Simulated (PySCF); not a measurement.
# C$_{6}$H$_{12}$F$_{2}$OSi: what the fields show

```xyz
22

F     2.5092   -0.9246    1.8198
Si    2.0229    0.2541    0.8270
C     0.9231   -0.6302   -0.4593
C     0.3354    0.3015   -1.5253
C    -0.5245    1.4381   -0.9793
C    -1.6427    0.9653   -0.0525
O    -1.1305    0.5047    1.1942
C    -0.9218   -0.8432    1.3118
F    -2.1534   -1.4902    1.4237
C    -0.1521   -1.5192    0.1757
H     1.4223    1.2413    1.7027
H     3.2407    0.7184    0.1709
H     1.5852   -1.3183   -1.0029
H     1.1567    0.7393   -2.0977
H    -0.2649   -0.2939   -2.2211
H     0.1001    2.1386   -0.4229
H    -0.9765    1.9759   -1.8152
H    -2.2926    1.8087    0.1982
H    -2.2530    0.1906   -0.5268
H    -0.4278   -0.9833    2.2821
H     0.3056   -2.4219    0.5827
H    -0.8718   -1.8324   -0.5866
```

Geometry: GFN2-xTB.

These are results of PySCF 2.14.0, PBE0/pcSseg-1, SCF density, gas phase, non-relativistic, not measurements.

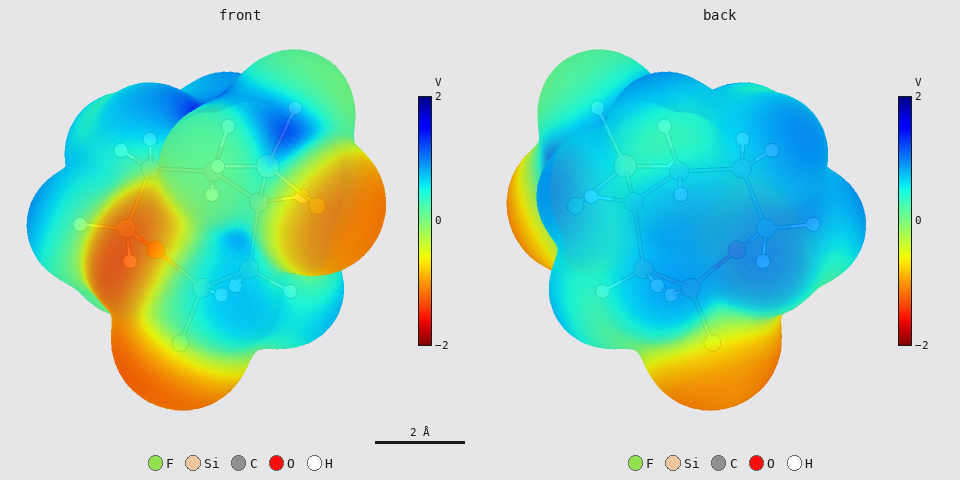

Figure 1. The electrostatic potential painted on the density surface at 0.002 e/bohr³, seen from the front and from behind; the colour scale runs from red (negative) to blue (positive).

> Describe the electrostatic potential map.

The most negative region (about −1.3 V, or −30 kcal/mol for a unit charge) lies over O7 and F9, the most positive (about +1.6 V, or +37 kcal/mol for a unit charge) over Si2.

> What dipole moment does the calculation give?

Its dipole moment is 3.27 D.

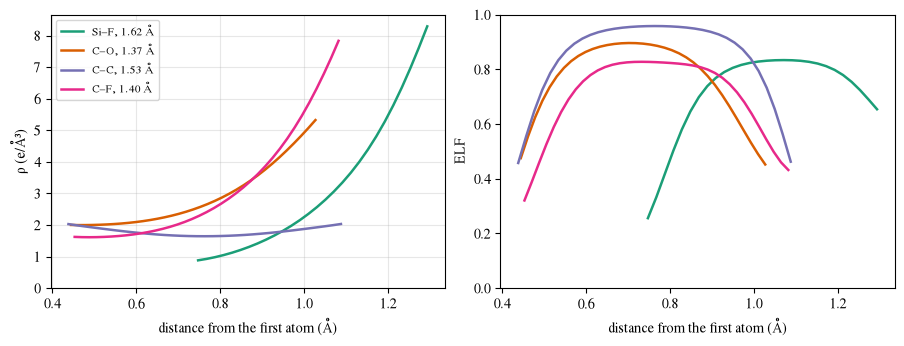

Figure 2. Total electron density and ELF along straight lines between neighbouring atoms. The curves leave out the atomic cores.

> What can be read from the curves?

Si–F (1.62 Å): ρ at the midpoint is about 1 e/Å³; the ELF peaks at about 0.85 in the valence shell of F, 0.5 Å from its nucleus, and is about 0.50 at the midpoint.
C–O (1.37 Å): ρ is about 2.3 e/Å³ halfway, with its minimum of 2 e/Å³ about 0.5 Å from C; the ELF peaks at about 0.90 between the atoms; a shared but strongly polarised pair.
C–C (1.53 Å): the density is about 1.6 e/Å³ at the midpoint; the ELF peaks at about 0.95 between the atoms; a covalent bond.
C–F (1.40 Å): ρ is about 2 e/Å³ halfway, with its minimum of 1.6 e/Å³ about 0.5 Å from C; the ELF peaks at about 0.85 between the atoms, as expected for a polar covalent bond.
